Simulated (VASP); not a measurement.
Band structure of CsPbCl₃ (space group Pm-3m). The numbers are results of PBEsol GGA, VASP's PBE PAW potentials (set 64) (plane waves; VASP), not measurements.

Unless said otherwise, spin-orbit coupling is left out, though it shifts the bands of the heavy elements here.

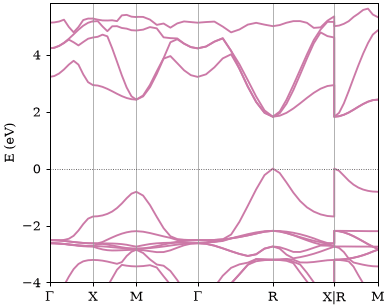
*Bands along high-symmetry lines, zero at the valence-band maximum or, without a gap, the Fermi level*

Question: Read the plot: is there a gap, and where are the band edges?

Answer: The gap is direct, 1.82 eV, from the valence maximum at R to the conduction minimum at R.

The structure is a typed CsPbCl3 crystal. The cell was not relaxed at this level.
